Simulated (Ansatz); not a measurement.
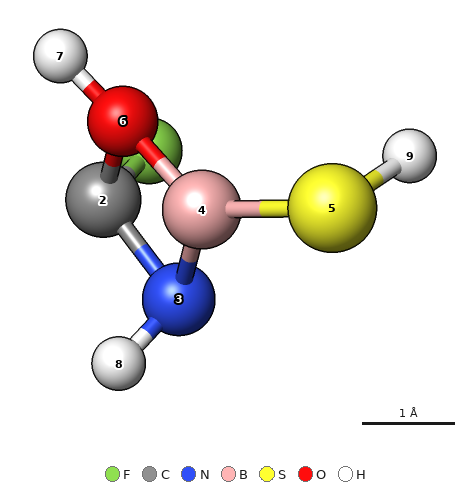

Figure 1. The structure as given in the input (ball-and-stick view, seen at a tilt; atoms are numbered from 1 in the order of the input).

## CH3BFNOS: geometry relaxation

System: CH3BFNOS.
Method: UKS B3LYP-D4/def2-SVP (Ansatz 0.2.0).

It belongs to a series of runs on one base structure; here: end point B relaxed. Figures and captions count atoms from 1; the log counts them from 0 in places.

### Log
```
The last accepted step is kept in [file] (removed where the run ends without a failure and the disk answers)
Engine: ansatz 0.2.0, aarch64-unknown-linux-gnu
Functional definition: B3LYP
  parameter a0 = 0.2
  parameter ax = 0.72
  parameter ac = 0.81
  exchange = (1 - a0 - ax)*slater_x + ax*b88_x + a0*exact_x
  correlation = (1 - ac)*vwn_rpa_c + ac*lyp_c
1117 factors; integrals over basis functions are off by at most 3.9e-4 eV
mean field evaluation 1: about -18830.4793 eV, gradient 4.2e1 eV
mean field evaluation 2: about -18782.8870 eV, gradient 9.6e1 eV
mean field evaluation 4: about -18838.0026 eV, gradient 6.5e0 eV
mean field evaluation 8: about -18838.2347 eV, gradient 5.6e-1 eV
mean field evaluation 16: about -18838.2364 eV, gradient 1.9e-4 eV
mean field evaluation 32: about -18838.2751 eV, gradient 1.6e-5 eV
mean field -18838.27510666 eV, -692.2938411281 hartree, gradient 1.7e-5 eV, S^2 0.278541; 4 other end points of the search recorded, 0 dependent functions left out
the calculation of the forces begins
reference -18838.27532376 eV, -692.2938491064 hartree; 27, 27 occupied and 76, 76 virtual orbitals, 1117 factors
relax step   1: F+E_penalty+E_count = -18838.59478578 eV  Δ(F+E_penalty+E_count) = +0.000e0 eV  max|allowed force component| = 4.182e0 eV/Å  Δτ_max = 0.0000 Å  (96 SCF iters, accepted)
these checks for a lower state are left out or cut short: starts, cluster_reference, orbital_swaps, neighbouring_geometries, increment
1117 factors; integrals over basis functions are off by at most 4.3e-4 eV
mean field -18839.66504173 eV, -692.3449203001 hartree, gradient 2.2e-5 eV, S^2 0.000000; 0 other end points of the search recorded, 0 dependent functions left out
[... from here on the field's lines of each further geometry are left out, up to the last ...]
relax step   2: F+E_penalty+E_count = -18839.98536182 eV  Δ(F+E_penalty+E_count) = -1.391e0 eV  max|allowed force component| = 2.893e0 eV/Å  Δτ_max = 0.1986 Å  (49 SCF iters, accepted)
relax step   3: F+E_penalty+E_count = -18840.76826393 eV  Δ(F+E_penalty+E_count) = -7.829e-1 eV  max|allowed force component| = 3.622e0 eV/Å  Δτ_max = 0.1948 Å  (37 SCF iters, accepted)
relax step   4: F+E_penalty+E_count = -18841.22726499 eV  Δ(F+E_penalty+E_count) = -4.590e-1 eV  max|allowed force component| = 2.146e0 eV/Å  Δτ_max = 0.1929 Å  (33 SCF iters, accepted)
relax step   5: F+E_penalty+E_count = -18841.50443527 eV  Δ(F+E_penalty+E_count) = -2.772e-1 eV  max|allowed force component| = 1.586e0 eV/Å  Δτ_max = 0.1995 Å  (34 SCF iters, accepted)
relax step   6: F+E_penalty+E_count = -18841.80772149 eV  Δ(F+E_penalty+E_count) = -3.033e-1 eV  max|allowed force component| = 1.065e0 eV/Å  Δτ_max = 0.2000 Å  (36 SCF iters, accepted)
relax step   7: F+E_penalty+E_count = -18842.10745509 eV  Δ(F+E_penalty+E_count) = -2.997e-1 eV  max|allowed force component| = 1.878e0 eV/Å  Δτ_max = 0.1952 Å  (49 SCF iters, accepted)
relax step   8: F+E_penalty+E_count = -18842.37514171 eV  Δ(F+E_penalty+E_count) = -2.677e-1 eV  max|allowed force component| = 1.341e0 eV/Å  Δτ_max = 0.1963 Å  (60 SCF iters, accepted)
relax step   9: F+E_penalty+E_count = -18842.69647179 eV  Δ(F+E_penalty+E_count) = -3.213e-1 eV  max|allowed force component| = 1.157e0 eV/Å  Δτ_max = 0.1954 Å  (57 SCF iters, accepted)
relax step  10: F+E_penalty+E_count = -18843.07165398 eV  Δ(F+E_penalty+E_count) = -3.752e-1 eV  max|allowed force component| = 1.419e0 eV/Å  Δτ_max = 0.1947 Å  (41 SCF iters, accepted)
relax step  11: F+E_penalty+E_count = -18843.41375698 eV  Δ(F+E_penalty+E_count) = -3.421e-1 eV  max|allowed force component| = 2.304e0 eV/Å  Δτ_max = 0.1960 Å  (39 SCF iters, accepted)
relax step  12: F+E_penalty+E_count = -18843.68181634 eV  Δ(F+E_penalty+E_count) = -2.681e-1 eV  max|allowed force component| = 9.629e-1 eV/Å  Δτ_max = 0.1999 Å  (39 SCF iters, accepted)
relax step  13: F+E_penalty+E_count = -18843.78563770 eV  Δ(F+E_penalty+E_count) = -1.038e-1 eV  max|allowed force component| = 1.352e0 eV/Å  Δτ_max = 0.2000 Å  (39 SCF iters, accepted)
relax step  14: F+E_penalty+E_count = -18843.87555470 eV  Δ(F+E_penalty+E_count) = -8.992e-2 eV  max|allowed force component| = 6.313e-1 eV/Å  Δτ_max = 0.1933 Å  (34 SCF iters, accepted)
relax step  15: F+E_penalty+E_count = -18843.87142290 eV  Δ(F+E_penalty+E_count) = +4.132e-3 eV  max|allowed force component| = 1.216e0 eV/Å  Δτ_max = 0.2000 Å  (33 SCF iters, rejected (line search))
relax step  16: F+E_penalty+E_count = -18843.90647358 eV  Δ(F+E_penalty+E_count) = -3.092e-2 eV  max|allowed force component| = 4.551e-1 eV/Å  Δτ_max = 0.1000 Å  (34 SCF iters, accepted)
relax step  17: F+E_penalty+E_count = -18843.91637977 eV  Δ(F+E_penalty+E_count) = -9.906e-3 eV  max|allowed force component| = 1.978e-1 eV/Å  Δτ_max = 0.0994 Å  (34 SCF iters, accepted)
relax step  18: F+E_penalty+E_count = -18843.92051401 eV  Δ(F+E_penalty+E_count) = -4.134e-3 eV  max|allowed force component| = 6.554e-2 eV/Å  Δτ_max = 0.0223 Å  (37 SCF iters, accepted)
relax step  19: F+E_penalty+E_count = -18843.92106142 eV  Δ(F+E_penalty+E_count) = -5.474e-4 eV  max|allowed force component| = 2.571e-2 eV/Å  Δτ_max = 0.0155 Å  (36 SCF iters, accepted)
the calculation of the forces begins
reference -18843.59640040 eV, -692.4893950662 hartree; 27, 27 occupied and 76, 76 virtual orbitals, 1116 factors
relax step  20: F+E_penalty+E_count = -18843.92111824 eV  Δ(F+E_penalty+E_count) = -5.682e-5 eV  max|allowed force component| = 5.566e-3 eV/Å  Δτ_max = 0.0052 Å  (29 SCF iters, accepted)
1116 factors; integrals over basis functions are off by at most 4.6e-4 eV
mean field evaluation 192: about -18843.5962 eV, gradient 1.1e-5 eV
```

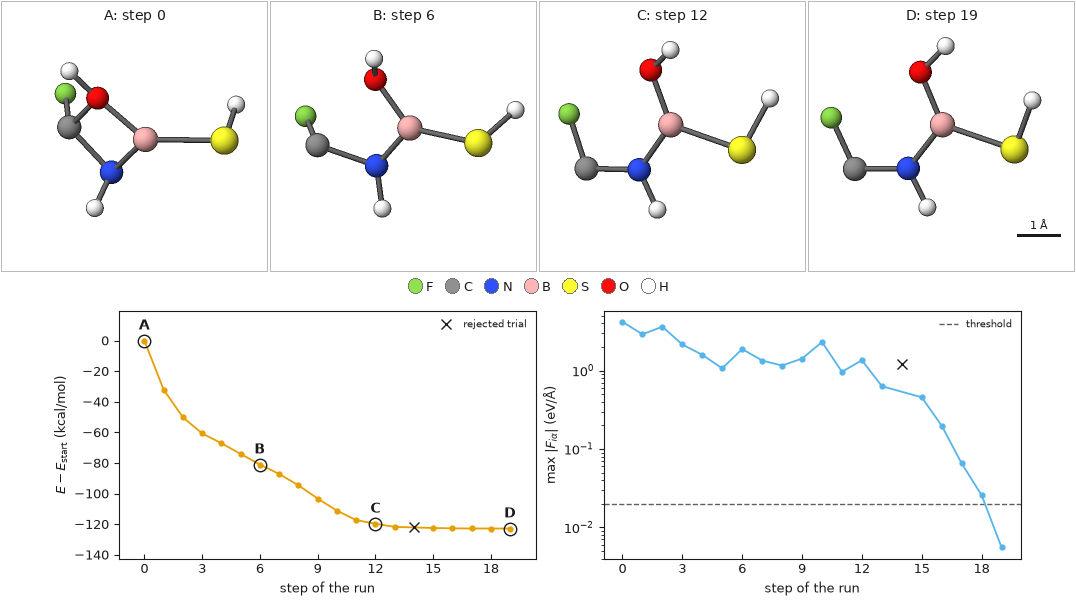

Figure 2. Frames of the relaxation (ball-and-stick view, seen at a tilt) above the curves, on which the letters mark them (the first geometry is step 0 here and step 1 in the log).

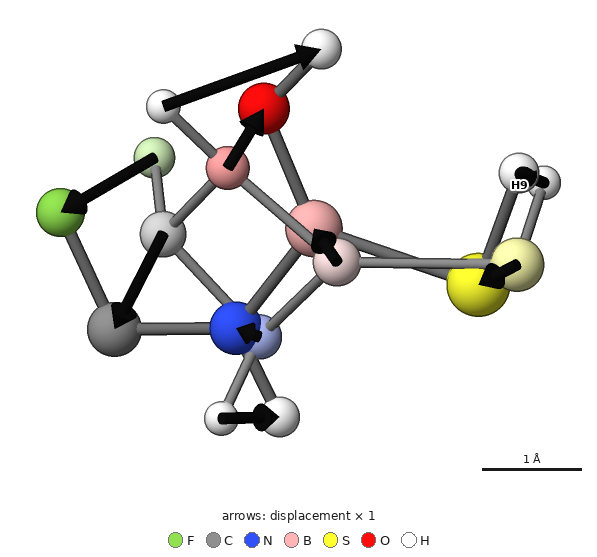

Figure 3. Start (faint) and end (solid) with the displacements as black arrows, at true length (ball-and-stick view, seen at a tilt). The two geometries are laid on each other by the best rigid fit. H7 moves most after the best rigid fit: 1.72 Å. Largest moves by element: H 1.72 Å, F 1.29 Å, C 1.25 Å, O 0.72 Å, B 0.58 Å, S 0.56 Å. Among the contacts that change: C2–O6 1.380 → 3.092 Å, N3–B4 1.629 → 1.470 Å, B4–O6 1.471 → 1.347 Å, C2–N3 1.448 → 1.348 Å. Bonds break: C2–O6 (1.38 → 3.09 Å). Among the angles that change: C2–N3–B4 84.0° → 133.7°, B4–O6–H7 156.0° → 115.3°, N3–B4–O6 86.2° → 120.6°. Over 19 geometry steps the energy falls by 122.8 kcal/mol. The largest force component goes from 4.2 to 0.0056 eV/Å. The line search rejected the trial step at point 14 (counted from 0) and went back. (Atoms are counted from 1 in the order of the input.)

```
mean field -18843.59618941 eV, -692.4893873125 hartree, gradient 1.1e-5 eV, S^2 0.000000; 2 other end points of the search recorded, 0 dependent functions left out
the calculation of the forces begins
reference -18843.59640040 eV, -692.4893950662 hartree; 27, 27 occupied and 76, 76 virtual orbitals, 1116 factors
Total energy: -18843.92132923 eV, -692.5013359805 hartree
Atom 0 at    -0.288426     0.668735     2.258536 Å, force     0.001033     0.002100     0.003889 eV/Å
Atom 1 at    -1.074147    -0.264839     1.734105 Å, force     0.003209    -0.000634    -0.005187 eV/Å
Atom 2 at    -0.698479    -0.468297     0.455444 Å, force    -0.000318    -0.000143    -0.001592 eV/Å
Atom 3 at     0.344958     0.112291    -0.401575 Å, force    -0.005566    -0.003766     0.001684 eV/Å
Atom 4 at     0.365669    -0.567987    -2.108158 Å, force     0.002872     0.000736    -0.002047 eV/Å
Atom 5 at     1.180194     1.054118     0.078415 Å, force     0.004349     0.003091    -0.003715 eV/Å
Atom 6 at     1.833902     1.382435    -0.548711 Å, force    -0.001694     0.000022     0.003350 eV/Å
Atom 7 at    -1.288416    -1.180579     0.030956 Å, force    -0.001047     0.000037    -0.000093 eV/Å
Atom 8 at     1.403915     0.159724    -2.577862 Å, force    -0.002838    -0.001443     0.003711 eV/Å
Dipole moment:     0.511339     0.121228    -0.801394 e Å
```

### Trajectory as extended XYZ (Å, eV, eV/Å), 12 of the 20 frames kept, from step=1 to step=20
```
9
Properties=species:S:1:pos:R:3:forces:R:3 step=1 energy=-18838.59479
F    -0.6151    1.4915    1.3849   -0.2284   1.5836  -0.1986
C    -0.1079    0.2807    1.1855   -3.3480  -2.9208   3.7935
N    -0.8702   -0.4582    0.2002    4.1822   0.4117  -1.8106
B     0.4990   -0.3679   -0.6776   -3.4021  -0.5590  -0.6899
S     0.7342   -0.4925   -2.5443    0.0080   1.1560   1.5400
O     1.0584    0.3867    0.4549    2.8602   1.8101  -1.1878
H     1.7610    0.6793    1.0880    0.2242  -0.2730  -1.2567
H    -0.8733   -1.4362    0.5272   -0.7439   0.0121  -0.2002
H     0.1931    0.8122   -2.6977    0.4478  -1.2207   0.0103
9
Properties=species:S:1:pos:R:3:forces:R:3 step=3 energy=-18840.76826
F    -0.6368    1.3826    1.6065   -0.1360  -0.6229   0.0484
C    -0.0965    0.1261    1.4063   -0.6826   0.3146  -0.0774
N    -0.7364   -0.4196    0.1545   -3.6216  -3.1196   3.0957
B     0.2724   -0.1923   -0.6596    3.5417   0.8811  -1.8366
S     0.8544   -0.5463   -2.3768   -0.2618   0.2776   0.4674
O     1.0398    0.5394    0.3827    1.5682   0.9713   0.1242
H     1.8809    0.7802    0.8180   -0.1825  -0.1833  -0.9673
H    -1.0714   -1.4081    0.3214   -0.3440   1.6661  -0.6632
H     0.2729    0.6335   -2.7319    0.1187  -0.1849  -0.1913
9
Properties=species:S:1:pos:R:3:forces:R:3 step=4 energy=-18841.22727
F    -0.6704    1.2794    1.7361    0.3264  -0.7425   0.0490
C    -0.0688    0.0668    1.4562   -1.1930   0.5577   0.0347
N    -0.7659   -0.4136    0.2065   -0.0954  -2.1465   0.2229
B     0.3030   -0.1695   -0.6517    0.7199   0.6677   0.7925
S     0.9203   -0.5556   -2.3280   -0.2319   0.0870   0.0028
O     1.0644    0.6113    0.3553    0.2205   0.2630  -0.1968
H     1.9390    0.8771    0.6975   -0.3204  -0.3516  -0.7183
H    -1.2450   -1.3612    0.2516    0.4665   1.8252  -0.1125
H     0.3026    0.5609   -2.8022    0.1073  -0.1600  -0.0743
9
Properties=species:S:1:pos:R:3:forces:R:3 step=6 energy=-18841.80772
F    -0.7779    1.0803    1.9942    0.1010  -0.5677  -0.3685
C    -0.1742   -0.0443    1.5945   -0.5548   0.0716   0.3372
N    -0.7091   -0.4018    0.2710   -0.9404  -1.0652   0.1909
B     0.3304   -0.0455   -0.5755    0.6538   0.6969   0.1825
S     0.8843   -0.5976   -2.2535   -0.1028  -0.1588  -0.1346
O     1.0619    0.7846    0.3164    0.1534   0.4890  -0.3909
H     2.0125    0.8910    0.4032    0.2425  -0.1692  -0.3650
H    -1.3327   -1.2240    0.1989    0.4114   0.7712   0.0618
H     0.4838    0.4529   -3.0282    0.0358  -0.0678   0.4867
9
Properties=species:S:1:pos:R:3:forces:R:3 step=8 energy=-18842.37514
F    -0.9150    0.9330    2.0758   -0.0520   0.5004  -0.0156
C    -0.3813   -0.1923    1.7266   -0.4588  -0.8355  -0.2707
N    -0.6741   -0.3999    0.3263    0.4753   0.4964   0.4819
B     0.4095    0.0425   -0.4850   -0.4437   0.0530   0.0840
S     0.7971   -0.6846   -2.1690   -0.2220   0.3192  -0.0162
O     1.1629    0.9696    0.2047    1.3410  -0.2165  -0.4593
H     2.1311    0.8994    0.0321   -0.9727   0.2536  -0.0619
H    -1.3579   -1.1205    0.1312    0.1529  -0.2916  -0.1957
H     0.6070    0.4483   -2.9217    0.1799  -0.2791   0.4535
9
Properties=species:S:1:pos:R:3:forces:R:3 step=10 energy=-18843.07165
F    -0.8339    0.9588    2.0878    0.8893  -1.0291   0.1560
C    -0.7211   -0.3554    1.7918   -1.2080   1.4194  -0.7114
N    -0.6725   -0.3935    0.3976   -0.2994  -0.5806   0.7445
B     0.4177    0.0936   -0.4024    0.0529   0.1404  -0.4382
S     0.6676   -0.7168   -2.0841   -0.1372   0.8391  -0.1040
O     1.2692    1.0075    0.1282    0.6492  -0.1623  -0.2592
H     2.1672    0.9794   -0.2652   -0.8089   0.1370   0.1386
H    -1.2587   -1.1608    0.0445    0.7620  -0.0808   0.0312
H     0.7436    0.4827   -2.7771    0.1003  -0.6831   0.4425
9
Properties=species:S:1:pos:R:3:forces:R:3 step=11 energy=-18843.41376
F    -0.7048    0.9665    2.1181    0.2773  -1.8772  -0.1966
C    -0.9139   -0.3602    1.7570   -0.3926   2.3036   0.0836
N    -0.6804   -0.4047    0.4227   -0.4672  -0.9508   0.2000
B     0.4073    0.1168   -0.3789    0.2471   0.0158  -0.4966
S     0.6237   -0.7105   -2.0546   -0.0776   0.8744  -0.1481
O     1.2823    1.0115    0.1214    0.7237  -0.0150  -0.3341
H     2.1491    1.0080   -0.3466   -0.9284   0.1159   0.3263
H    -1.1793   -1.2152    0.0214    0.5687   0.2351   0.1521
H     0.7951    0.4834   -2.7393    0.0490  -0.7018   0.4134
9
Properties=species:S:1:pos:R:3:forces:R:3 step=13 energy=-18843.78564
F    -0.3712    0.8007    2.1246   -0.1711  -0.1383   0.3712
C    -1.0846   -0.2548    1.7271    0.0564   0.3305   0.0172
N    -0.7172   -0.4960    0.4576    0.5359   0.0691  -0.1756
B     0.3780    0.0930   -0.3443    0.3558   0.5350  -0.4719
S     0.4990   -0.6439   -2.0516    0.0036   0.1695   0.0322
O     1.2145    1.0872    0.0970   -1.3518  -0.9846   0.3905
H     2.0045    1.1822   -0.4231    0.5269   0.1450  -0.5321
H    -1.2547   -1.2585    0.0446    0.0960   0.1094  -0.0065
H     1.1108    0.3856   -2.7109   -0.0517  -0.2357   0.3750
9
Properties=species:S:1:pos:R:3:forces:R:3 step=15 energy=-18843.87142 accepted=F
F    -0.3394    0.6573    2.2988    0.0977  -0.0046  -0.1978
C    -1.0891   -0.2744    1.7160   -0.2735   0.0066   0.5838
N    -0.6825   -0.4527    0.4577    0.2379  -0.0582  -0.5869
B     0.3674    0.1183   -0.4080    0.0240   0.5456   1.1751
S     0.3686   -0.5876   -2.0441    0.1482  -0.3527  -1.2164
O     1.1969    1.0695    0.0750   -0.0520  -0.0815  -0.0649
H     1.8709    1.3621   -0.5481    0.0322   0.0574   0.0141
H    -1.2544   -1.1610    0.0020   -0.0901  -0.0217   0.1158
H     1.3405    0.1641   -2.6282   -0.1243  -0.0909   0.1772
9
Properties=species:S:1:pos:R:3:forces:R:3 step=17 energy=-18843.91638
F    -0.3052    0.6833    2.2494   -0.0207  -0.0150   0.0239
C    -1.0775   -0.2644    1.7268    0.0978   0.1372   0.0978
N    -0.6927   -0.4708    0.4526   -0.1579  -0.1113   0.1161
B     0.3501    0.1080   -0.4044   -0.0768  -0.0915  -0.1114
S     0.3736   -0.5737   -2.1126    0.0339   0.0486   0.0438
O     1.1822    1.0504    0.0743    0.0907   0.0623   0.0187
H     1.8554    1.3626   -0.5416   -0.0525  -0.0117   0.0216
H    -1.2914   -1.1931    0.0586    0.0985   0.0134  -0.1978
H     1.3846    0.1932   -2.5820   -0.0129  -0.0320  -0.0126
9
Properties=species:S:1:pos:R:3:forces:R:3 step=18 energy=-18843.92051
F    -0.2995    0.6786    2.2580   -0.0097  -0.0272  -0.0284
C    -1.0743   -0.2655    1.7336    0.0130   0.0399   0.0655
N    -0.6955   -0.4702    0.4571   -0.0417  -0.0118  -0.0446
B     0.3426    0.1136   -0.4039    0.0626  -0.0171   0.0217
S     0.3708   -0.5699   -2.1091   -0.0240  -0.0016  -0.0035
O     1.1814    1.0521    0.0774   -0.0325  -0.0064   0.0132
H     1.8449    1.3688   -0.5446    0.0085   0.0165  -0.0171
H    -1.2856   -1.1862    0.0382    0.0259   0.0089  -0.0210
H     1.3943    0.1743   -2.5856   -0.0022  -0.0013   0.0143
9
Properties=species:S:1:pos:R:3:forces:R:3 step=20 energy=-18843.92112
F    -0.2884    0.6687    2.2585    0.0010   0.0021   0.0039
C    -1.0741   -0.2648    1.7341    0.0032  -0.0006  -0.0052
N    -0.6985   -0.4683    0.4554   -0.0003  -0.0001  -0.0016
B     0.3450    0.1123   -0.4016   -0.0056  -0.0038   0.0017
S     0.3657   -0.5680   -2.1082    0.0029   0.0007  -0.0020
O     1.1802    1.0541    0.0784    0.0043   0.0031  -0.0037
H     1.8339    1.3824   -0.5487   -0.0017   0.0000   0.0034
H    -1.2884   -1.1806    0.0310   -0.0010   0.0000  -0.0001
H     1.4039    0.1597   -2.5779   -0.0028  -0.0014   0.0037
```

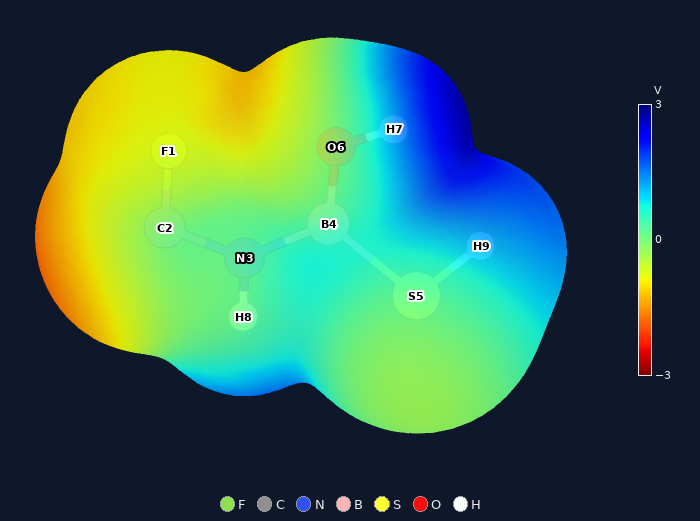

Figure 4. The molecular electrostatic potential painted on the density surface at 0.001 e/bohr³, seen at a tilt; red is negative and blue positive.

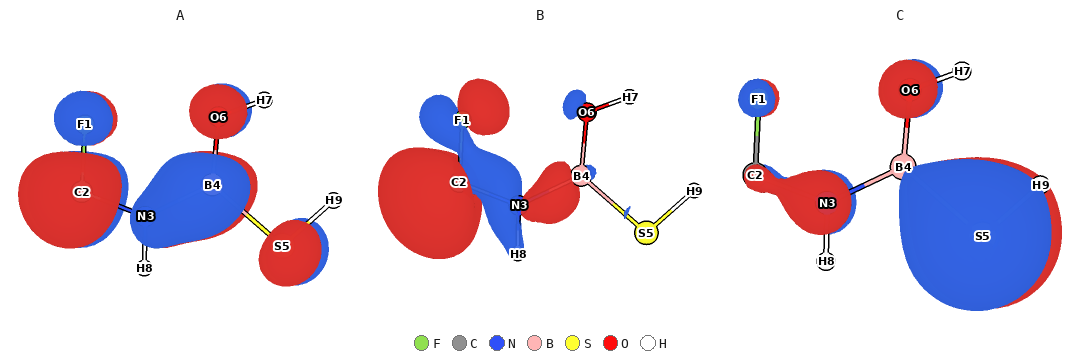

Figure 5. Three frontier orbitals at ±0.1 Å⁻³ᐟ² (red and blue are the two phases). C is the HOMO−1 (α) (−7.76 eV). B is the HOMO (α) (−6.19 eV). By Hirshfeld shares it lies mainly on C2 (70 %), F1 (15 %) and N3 (10 %); it is symmetric in the molecular plane (σ or in-plane lone-pair type). A is the LUMO (α) (−1.15 eV). The HOMO–LUMO gap is 5.04 eV between the orbital energies.

This output came from the following input.

### Input file
```yaml
crystal:
  periodic: [false, false, false]
  atoms:
    - { symbol: F, position_ang: [-0.6151, 1.4915, 1.3849] }
    - { symbol: C, position_ang: [-0.1079, 0.2807, 1.1855] }
    - { symbol: "N", position_ang: [-0.8702, -0.4582, 0.2002] }
    - { symbol: B, position_ang: [0.499, -0.3679, -0.6776] }
    - { symbol: S, position_ang: [0.7342, -0.4925, -2.5443] }
    - { symbol: O, position_ang: [1.0584, 0.3867, 0.4549] }
    - { symbol: H, position_ang: [1.76097, 0.6793, 1.08805] }
    - { symbol: H, position_ang: [-0.8733, -1.4362, 0.5272] }
    - { symbol: H, position_ang: [0.1931, 0.8122, -2.6977] }
magnetization:
  spin_polarized: true
basis:
  gaussian: { orbitals: def2-SVP }
hamiltonian:
  xc: b3lyp
  dispersion: d4
relax:
  f_tol: 0.02
  max_steps: 50
output:
  orbitals: {}
```

Launch command:
```bash
ansatz run input.yaml --threads 2 --pin off --max-ram 3072MiB --backend cpu --events-out ev --progress --plain --runs-dir out
```

### Results in brief

| quantity | value |
| --- | --- |
| outcome | converged |
| total energy | −18843.9213 eV |
| mean-field energy | −18843.5964 eV |
| largest force (length of the vector) at the end | 0.007 eV/Å |
| hardware | 2 threads of Arm Neoverse V2, 24 GiB of memory available, shared host |
| wall time | 96 s (CPU time 3 min) |
| peak memory | 0.33 GiB |
